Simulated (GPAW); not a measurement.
Consider TiAu (P4/nmm).

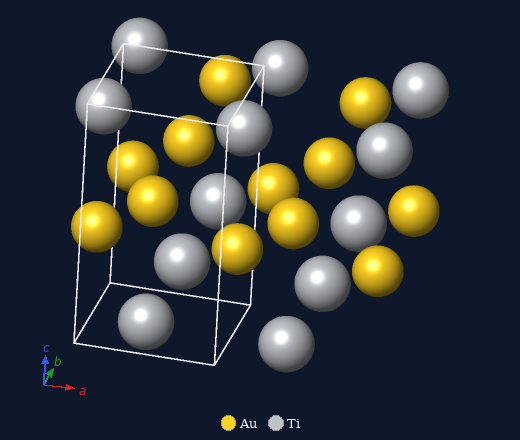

The structure (gold yellow, titanium light grey). 2×2×1 cells are drawn. Some periodic images of atoms are drawn too.

```cif
data_structure
_symmetry_space_group_name_H-M 'P 1'
_symmetry_Int_Tables_number 1
_cell_length_a 3.3223
_cell_length_b 3.3223
_cell_length_c 6.1029
_cell_angle_alpha 90.000
_cell_angle_beta 90.000
_cell_angle_gamma 90.000
_cell_volume 67.36
loop_
_atom_site_label
_atom_site_type_symbol
_atom_site_fract_x
_atom_site_fract_y
_atom_site_fract_z
_atom_site_occupancy
Au1 Au 0.50000 0.00000 0.63966 1
Au2 Au 0.00000 0.50000 0.36034 1
Ti3 Ti 0.50000 0.00000 0.13550 1
Ti4 Ti 0.00000 0.50000 0.86450 1
```

Absorber: atom 3, with 4 Au at 2.72 Å, 4 Ti at 2.87 Å, 2 Au at 3.03 to 3.08 Å and 4 Ti at 3.32 Å (14-fold, site symmetry 4mm). Method: GPAW, LDA, excited-electron core hole (neutral cell), 16-atom cell with 6.6 Å between holes, 3×3×3 k points, dipole transitions, Gaussian full width 0.94 eV up to 4 eV, rising linearly to 3.5 eV at 25 eV, without spin-orbit coupling.

Predict the near-edge structure at the Ti K edge.

Main maxima up to 30 eV above the zero (height): 1.4 eV (0.40), 4.2 eV (0.72), 11.5 eV (1.42), 14.8 eV (1.88) and 23.0 eV (1.01). A K edge sees empty p states. The weak features of the first eV are p character mixed into the empty d bands; the main 4p edge lies above them. The total-energy difference is 4969.96 eV. One term is added: -22.68 eV, since the hole is spin-paired here and a spin-polarised one costs that much less in the free atom (computed apart). The photon energy is then 4947.28 eV. The tabulated edge of the element is 4966 eV. The functional leaves an error in such absolute values: in the free atom LDA prices this hole 13.2 eV below PBE (computed apart), and PBE is itself good to a few eV.

The Ti K spectrum (energy from the lowest empty level; intensity scaled to a mean of 1 over the first 20 eV; polarised curves are means over the symmetry-equivalent atoms):

```tsv
E (eV)	isotropic	ε ⊥ c	ε ∥ c
-2.0	0.00	0.00	0.00
-0.5	0.07	0.08	0.05
1.0	0.36	0.34	0.40
2.5	0.41	0.40	0.44
4.0	0.70	0.66	0.78
5.5	0.48	0.51	0.42
7.0	0.69	0.66	0.74
8.5	1.08	1.02	1.20
10.0	1.14	1.17	1.09
11.5	1.42	1.33	1.60
13.0	1.41	1.38	1.49
14.5	1.86	1.74	2.10
16.0	1.64	1.63	1.65
17.5	1.11	1.11	1.12
19.0	0.76	0.73	0.82
20.5	0.86	0.97	0.65
22.0	0.98	1.12	0.70
23.5	1.00	1.07	0.86
25.0	0.89	0.92	0.82
26.5	0.83	0.88	0.72
28.0	0.90	0.97	0.78
29.5	0.96	0.98	0.92
31.0	1.00	0.93	1.13
```

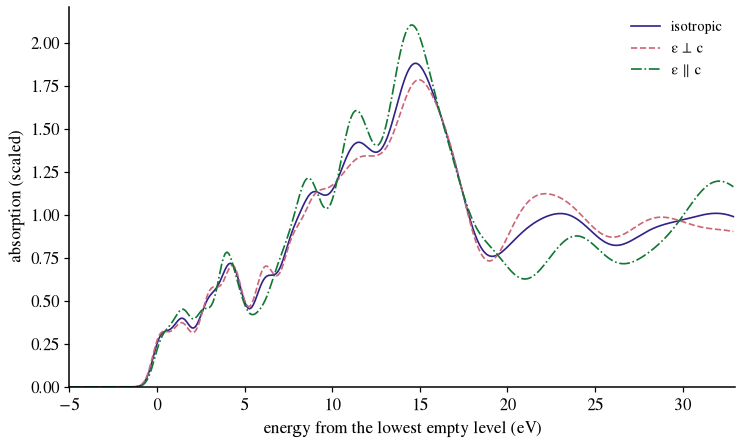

The Ti K edge.

Quadrupole 1s→3d transitions, which feed the pre-edge, are not in the dipole spectrum. The mesh is coarse (0.36 Å⁻¹ between points), so small maxima may be mesh ripples. The structure is a computed Materials Project entry and may be a hypothetical form.

[Banner, clock and machine lines of the logs are left out without a mark of their own.]

[Logs are printed without paths, hosts, clocks, repeated set-up lines and the standing remarks that a program may print on its own settings, such as how far it seeks lower states.]

[Hosts, paths, dates, database ids (printed as entryN), source tags and the programs' standing remarks are cut or masked in the printed files.]

[Lists of maxima count a maximum above −3 eV only where it reaches 4 % of the highest in the window and stands out from its surroundings by 2 % of it (1.5 % where it reaches 55 %); shoulders and weaker maxima are passed over, and of the rest the first, up to two pre-edge ones and the few strongest are named.]
